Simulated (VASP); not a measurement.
Band structure of ZnF2 (rutile). These are PBE GGA with D4 dispersion, VASP's PBE PAW potentials (set 64) (plane waves; VASP) values and carry that method's errors.

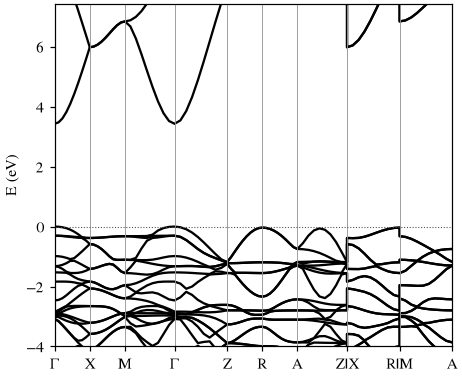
Figure: Bands along high-symmetry lines, zero at the valence-band maximum or, without a gap, the Fermi level

**Question.** Read the plot: is there a gap, and where are the band edges?

**Answer.** The gap is direct, 3.43 eV, from the valence maximum at Γ to the conduction minimum at Γ. (Edges off the drawn lines would not show.)

Measured: gap 7.50 eV (computed value off by -4.07 eV), as given by Dominik Kurzydłowski et al., Inorganic Chemistry (2020), arXiv:1912.01850 [midpoint of the printed range].

The compound is ZnF2 in the rutile structure. It was relaxed first.
